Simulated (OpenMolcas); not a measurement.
# doublet CHF3O3S+: levels of theory compared

Wanted: a comparison of 6 runs (UHF/6-31G*, UBLYP/6-31G*, UPBE/6-31G*, UPBE0/6-31G*, USVWN5/6-31G*, UTPSS/6-31G*) of doublet CHF3O3S+. 

The calculation is run with OpenMolcas 26.06.

1 further run of the same task is left out (it didn't finish).

## (1) The system as given

The species is CHF3O3S+ (9 atoms), meant as a doublet with charge +1. SMILES of the parent species: `O=S(=O)(O)C(F)(F)F`. The shape is that of a PBE0-D4/def2-TZVP optimisation. This is one conformer, not always the lowest. That shape belongs to the parent species and isn't relaxed for this state.

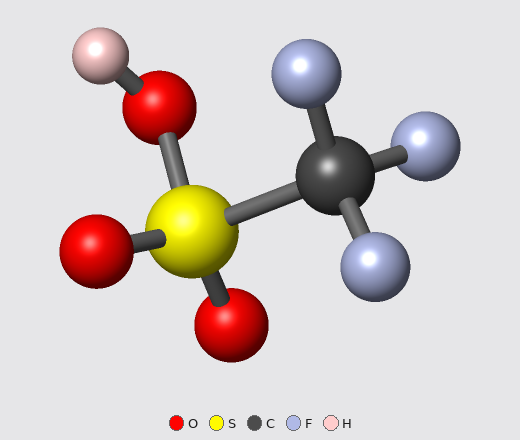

Viewed from a chosen angle; oxygen red, sulfur yellow, carbon dark grey, fluorine light blue, hydrogen pink.

## (2) A single-point energy at UHF/6-31G(d) (spherical functions) (run 1)

Contents of struct.xyz:

```xyz
9

O      1.462890    -0.581870     0.985740
S      0.298500    -0.778940     0.194370
O      0.144480    -1.837650    -0.729970
O     -0.972740    -0.777950     1.128120
C      0.003130     0.796730    -0.725230
F     -0.076560     1.801740     0.138180
F      1.014380     1.004120    -1.547510
F     -1.120920     0.723830    -1.412290
H     -0.753170    -0.350000     1.968590
```

Contents of job.inp:

```
&GATEWAY
BasLib=$CurrDir
Coord=struct.xyz
Basis=6-31Gs
Group=NoSym
&SEWARD
&SCF
UHF
Charge=1
Spin=2
Thresholds=1e-10 1e-07 1e-07 1e-05
PrOrbitals=0
```

The basis set 6-31G* is read from a file made from the Basis Set Exchange's data (not shown).

Started as:

```sh
export MOLCAS_MEM=1860
pymolcas job.inp > job.log
```

Log:

```text
--- Start Module: gateway ---
[...]
--- Stop Module: gateway /rc=_RC_ALL_IS_WELL_ ---
--- Start Module: seward ---
[...]
      Basis functions          118
--- Stop Module: seward /rc=_RC_ALL_IS_WELL_ ---
[...]
--- Start Module: scf ---
[...]
       Convergence after  85 Iterations
[...]
::    Total SCF energy                               -958.3238160968
[...]
      Total spin, S                                     0.5132463883
[...]
      Total electronic charge=   73.000000
      Total            charge=    1.000000
[...]
      Dipole Moment (debye):
      Origin of the operator (angstrom)=    0.1033    0.0015   -0.2132
                   X=  1.1777E+00               Y= -7.6944E-01               Z=  4.9051E+00           Total=  5.1029E+00
      Center of Charge (angstrom)
[...]
--- Stop Module: scf /rc=_RC_ALL_IS_WELL_ ---
[...]
```

Wall time 2.2 min (1 thread of AMD EPYC 7R43 (Zen 3), shared host); peak memory 0.74 GiB.

## (3) The energy at UBLYP/6-31G(d) (spherical functions) (run 2)

Contents of job.inp:

```
* CHF3O3S Kohn-Sham DFT

&GATEWAY
  BasLib
  $CurrDir
  Coord
  9
  angstrom
  O        1.462890      -0.581870       0.985740
  S        0.298500      -0.778940       0.194370
  O        0.144480      -1.837650      -0.729970
  O       -0.972740      -0.777950       1.128120
  C        0.003130       0.796730      -0.725230
  F       -0.076560       1.801740       0.138180
  F        1.014380       1.004120      -1.547510
  F       -1.120920       0.723830      -1.412290
  H       -0.753170      -0.350000       1.968590
  Basis
  6-31Gs
  Group
  NoSym

&SEWARD
  GridInput
  Grid=UltraFine
  End of Grid

&SCF
  UHF
  Charge
  1
  Spin
  2
  KSDFT
  BLYP
  Thresholds
  1e-10 1e-07 1e-07 1e-05
  PrOrbitals
  1 2
```

The basis set 6-31G* is read from a file made from the Basis Set Exchange's data (not shown).

Started as:

```sh
export MOLCAS_MEM=1860
pymolcas job.inp > job.log
```

Log:

```text
--- Start Module: gateway ---
[...]
--- Stop Module: gateway /rc=_RC_ALL_IS_WELL_ ---
--- Start Module: seward ---
[...]
      Basis functions          118
--- Stop Module: seward /rc=_RC_ALL_IS_WELL_ ---
[...]
--- Start Module: scf ---
[...]
       Convergence after  34 Iterations
[...]
::    Total KS-DFT energy                            -961.4914935510
[...]
      Total spin, S                                     0.5010804758
[...]
      Total electronic charge=   73.000000
      Total            charge=    1.000000
[...]
      Dipole Moment (debye):
      Origin of the operator (angstrom)=    0.1033    0.0015   -0.2132
                   X= -8.2758E-01               Y=  2.8262E-01               Z=  2.7134E+00           Total=  2.8508E+00
      Center of Charge (angstrom)
[...]
--- Stop Module: scf /rc=_RC_ALL_IS_WELL_ ---
[...]
```

It took 3.2 min on 1 thread of AMD EPYC 7R43 (Zen 3), shared host; peak memory 0.73 GiB.

Runs 3 to 5 aren't shown in full; the table further down has their settings and results.

## (4) The energy at UTPSS/6-31G(d) (spherical functions) (run 6)

Contents of mol.input:

```
* CHF3O3S Kohn-Sham DFT

&gateway
  baslib = $CurrDir
  basisset
  O.6-31Gs....
  O1 1.462890 -0.581870 0.985740 angstrom
  O3 0.144480 -1.837650 -0.729970 angstrom
  O4 -0.972740 -0.777950 1.128120 angstrom
  End of Basis
  basisset
  S.6-31Gs....
  S2 0.298500 -0.778940 0.194370 angstrom
  End of Basis
  basisset
  C.6-31Gs....
  C5 0.003130 0.796730 -0.725230 angstrom
  End of Basis
  basisset
  F.6-31Gs....
  F6 -0.076560 1.801740 0.138180 angstrom
  F7 1.014380 1.004120 -1.547510 angstrom
  F8 -1.120920 0.723830 -1.412290 angstrom
  End of Basis
  basisset
  H.6-31Gs....
  H9 -0.753170 -0.350000 1.968590 angstrom
  End of Basis

&seward
  gridinput
  Grid=UltraFine
  End of Grid

&scf
  uhf
  charge = 1
  spin = 2
  ksdft = 2
  1.0 MGGA_X_TPSS
  1.0 MGGA_C_TPSS
  thresholds = 1e-10 1e-07 1e-07 1e-05
  prorbitals = 1 1
```

The basis set 6-31G* is read from a file made from the Basis Set Exchange's data (not shown).

Started as:

```sh
export MOLCAS_MEM=1860
pymolcas mol.input > mol.log
```

Log:

```text
--- Start Module: gateway ---
[...]
--- Stop Module: gateway /rc=_RC_ALL_IS_WELL_ ---
--- Start Module: seward ---
[...]
      Basis functions          118
--- Stop Module: seward /rc=_RC_ALL_IS_WELL_ ---
[...]
--- Start Module: scf ---
[...]
       Convergence after  35 Iterations
[...]
::    Total KS-DFT energy                            -961.6319098316
[...]
      Total spin, S                                     0.5017275186
[...]
      Total electronic charge=   73.000000
      Total            charge=    1.000000
[...]
      Dipole Moment (debye):
      Origin of the operator (angstrom)=    0.1033    0.0015   -0.2132
                   X= -8.1380E-01               Y=  2.7844E-01               Z=  2.7121E+00           Total=  2.8452E+00
      Center of Charge (angstrom)
[...]
--- Stop Module: scf /rc=_RC_ALL_IS_WELL_ ---
[...]
```

It took 4.4 min on 1 thread of AMD EPYC 7R43 (Zen 3), shared host; peak memory 0.73 GiB.

## (5) The series

| run | level | integration grid | energy (Eh) | HOMO energy (eV) | LUMO energy (eV) | ⟨S²⟩ | wall time |
| --- | --- | --- | --- | --- | --- | --- | --- |
| 1 | UHF/6-31G* (spherical functions) | – | -958.323816 | -20.77 | -9.56 | 0.777 | 2.2 min |
| 2 | UBLYP/6-31G* (spherical functions) | UltraFine | -961.491494 | -14.91 | -14.62 | 0.752 | 3.2 min |
| 3 | UPBE/6-31G* (spherical functions) | UltraFine | -960.857102 | -15.03 | -14.76 | 0.752 | 3.1 min |
| 4 | UPBE0/6-31G* (spherical functions) | UltraFine | -960.855590 | -16.93 | -14.46 | 0.759 | 3.3 min |
| 5 | USVWN5/6-31G* (spherical functions) | UltraFine | -956.404677 | -15.23 | -15.07 | 0.751 | 2.4 min |
| 6 | UTPSS/6-31G* (spherical functions) | UltraFine | -961.631910 | -15.20 | -14.76 | 0.753 | 4.4 min |

## (6) What came out

```
                                 quantity          value
                      run 6: total energy  -961.63191 Eh
run 6: HOMO energy (highest over α and β)      -15.20 eV
 run 6: LUMO energy (lowest over α and β)      -14.76 eV
                              run 6: ⟨S²⟩          0.753
```

In words: Totals of different functionals can't be ranked against each other. All runs together took 18 min, the longest 4.4 min.
